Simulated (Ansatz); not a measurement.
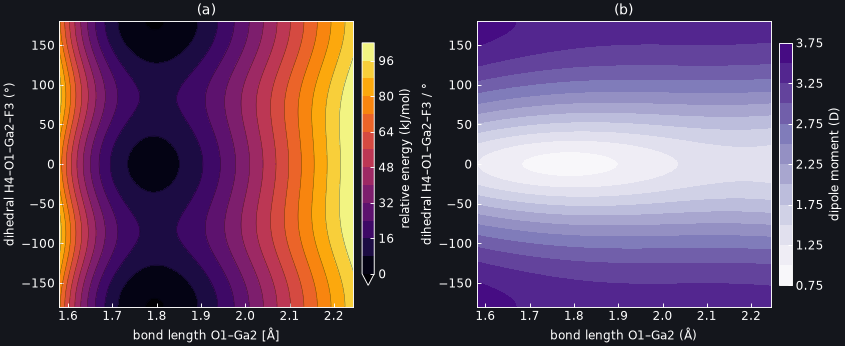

FGaHO, SMILES [OH][Ga][F], spin multiplicity 2. The first coordinate is: bond length O1–Ga2; the second: dihedral H4–O1–Ga2–F3. Nothing is relaxed (all other coordinates rigid). The scan uses a 15 × 15 grid; 120 points were computed and 105 follow by symmetry. Energies are in kJ/mol, from the lowest grid point. All numbers below come from UKS PBE0-D4/def2-TZVP in Ansatz.

Panel (a) is the energy and panel (b) the computed dipole moment on the same grid.

Drawn: filled contours. Between grid points the surface is interpolated.

Question: How does the dipole moment vary over the map, and what is it at the lowest grid point?

Answer: Leaving out the highest fifth of the energies, it runs from 0.96 D at bond length O1–Ga2 = 1.770 Å, dihedral H4–O1–Ga2–F3 = −12° to 3.62 D at bond length O1–Ga2 = 1.580 Å, dihedral H4–O1–Ga2–F3 = −180°. At the lowest grid point, bond length O1–Ga2 = 1.817 Å, dihedral H4–O1–Ga2–F3 = −180°, it is 3.38 D.

| dihedral H4–O1–Ga2–F3 ↓, bond length O1–Ga2 → | 1.580 | 1.627 | 1.675 | 1.722 | 1.770 | 1.817 | 1.864 | 1.912 | 1.959 | 2.007 | 2.054 | 2.102 | 2.149 | 2.197 | 2.244 |
| --- | --- | --- | --- | --- | --- | --- | --- | --- | --- | --- | --- | --- | --- | --- | --- |
| 156 | 3.55 | 3.48 | 3.42 | 3.38 | 3.34 | 3.31 | 3.29 | 3.28 | 3.28 | 3.28 | 3.28 | 3.28 | 3.28 | 3.27 | 3.26 |
| 132 | 3.35 | 3.28 | 3.22 | 3.17 | 3.13 | 3.10 | 3.09 | 3.08 | 3.08 | 3.08 | 3.08 | 3.08 | 3.08 | 3.07 | 3.06 |
| 108 | 3.04 | 2.97 | 2.90 | 2.85 | 2.81 | 2.79 | 2.77 | 2.76 | 2.76 | 2.77 | 2.77 | 2.77 | 2.77 | 2.76 | 2.75 |
| 84 | 2.65 | 2.56 | 2.49 | 2.44 | 2.40 | 2.38 | 2.36 | 2.36 | 2.37 | 2.38 | 2.39 | 2.40 | 2.39 | 2.38 | 2.36 |
| 60 | 2.18 | 2.08 | 2.01 | 1.95 | 1.91 | 1.89 | 1.89 | 1.90 | 1.92 | 1.95 | 1.97 | 1.99 | 2.00 | 1.99 | 1.96 |
| 36 | 1.68 | 1.57 | 1.48 | 1.42 | 1.38 | 1.37 | 1.39 | 1.43 | 1.47 | 1.53 | 1.58 | 1.62 | 1.64 | 1.64 | 1.62 |
| 12 | 1.31 | 1.18 | 1.07 | 1.00 | 0.96 | 0.96 | 1.00 | 1.07 | 1.15 | 1.24 | 1.31 | 1.38 | 1.42 | 1.43 | 1.41 |
| −12 | 1.31 | 1.18 | 1.07 | 1.00 | 0.96 | 0.96 | 1.00 | 1.07 | 1.15 | 1.24 | 1.31 | 1.38 | 1.42 | 1.43 | 1.41 |
| −36 | 1.68 | 1.57 | 1.48 | 1.42 | 1.38 | 1.37 | 1.39 | 1.43 | 1.47 | 1.53 | 1.58 | 1.62 | 1.64 | 1.64 | 1.62 |
| −60 | 2.18 | 2.08 | 2.01 | 1.95 | 1.91 | 1.89 | 1.89 | 1.90 | 1.92 | 1.95 | 1.97 | 1.99 | 2.00 | 1.99 | 1.96 |
| −84 | 2.65 | 2.56 | 2.49 | 2.44 | 2.40 | 2.38 | 2.36 | 2.36 | 2.37 | 2.38 | 2.39 | 2.40 | 2.39 | 2.38 | 2.36 |
| −108 | 3.04 | 2.97 | 2.90 | 2.85 | 2.81 | 2.79 | 2.77 | 2.76 | 2.76 | 2.77 | 2.77 | 2.77 | 2.77 | 2.76 | 2.75 |
| −132 | 3.35 | 3.28 | 3.22 | 3.17 | 3.13 | 3.10 | 3.09 | 3.08 | 3.08 | 3.08 | 3.08 | 3.08 | 3.08 | 3.07 | 3.06 |
| −156 | 3.55 | 3.48 | 3.42 | 3.38 | 3.34 | 3.31 | 3.29 | 3.28 | 3.28 | 3.28 | 3.28 | 3.28 | 3.28 | 3.27 | 3.26 |
| −180 | 3.62 | 3.55 | 3.49 | 3.45 | 3.41 | 3.38 | 3.36 | 3.35 | 3.35 | 3.35 | 3.35 | 3.35 | 3.35 | 3.34 | 3.33 |
